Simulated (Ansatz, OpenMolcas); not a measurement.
## How methods differ on CH5BFN (SMILES CB(N)F)

CH5BFN: 9 atoms, total charge 0, spin state singlet. SMILES: `CB(N)F`. The coordinates come from a PBE0-D4/def2-TZVP relaxation.

| atom | x (Å) | y (Å) | z (Å) |
| --- | --- | --- | --- |
| C | -0.4284 | 0.9647 | -0.5390 |
| B | 0.0982 | -0.4823 | -0.2514 |
| N | 0.5462 | -0.9281 | 0.9938 |
| F | 0.1285 | -1.3709 | -1.2638 |
| H | 0.1766 | 1.4384 | -1.3181 |
| H | -0.4240 | 1.6163 | 0.3366 |
| H | -1.4504 | 0.9243 | -0.9280 |
| H | 0.8787 | -1.8652 | 1.1437 |
| H | 0.5631 | -0.3435 | 1.8090 |

Each level gives the vertical ionisation energy (to the doublet cation) (eV). The values are calculated.

```csv
level,kind,program,value (eV),CPU time (all runs)
TPSS/cc-pVDZ,meta-GGA,OpenMolcas,10.38,4.3 min
B3LYP/cc-pVDZ,global hybrid,Ansatz,10.65,26 s
HSE06/cc-pVDZ,range-separated hybrid,Ansatz,10.60,24 s
wB97M-V/cc-pVDZ,range-separated hybrid,Ansatz,10.72,2.8 min
wB97X/cc-pVDZ,range-separated hybrid,Ansatz,10.74,74 s
B2PLYP/cc-pVDZ,double hybrid,Ansatz,10.60,20 s
PBE-QIDH/cc-pVDZ,double hybrid,Ansatz,10.68,21 s
CCSD/cc-pVDZ,coupled cluster or CI,Ansatz,10.48,63 s
```

The values span 10.38 to 10.74 eV. CPU times are rough (shared hosts, several kinds of processor and program).

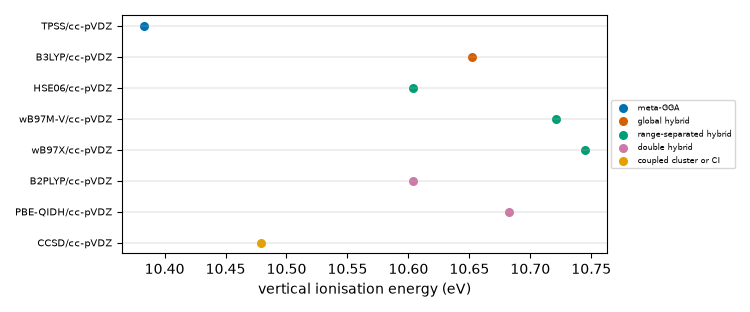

The values of the table, level by level.
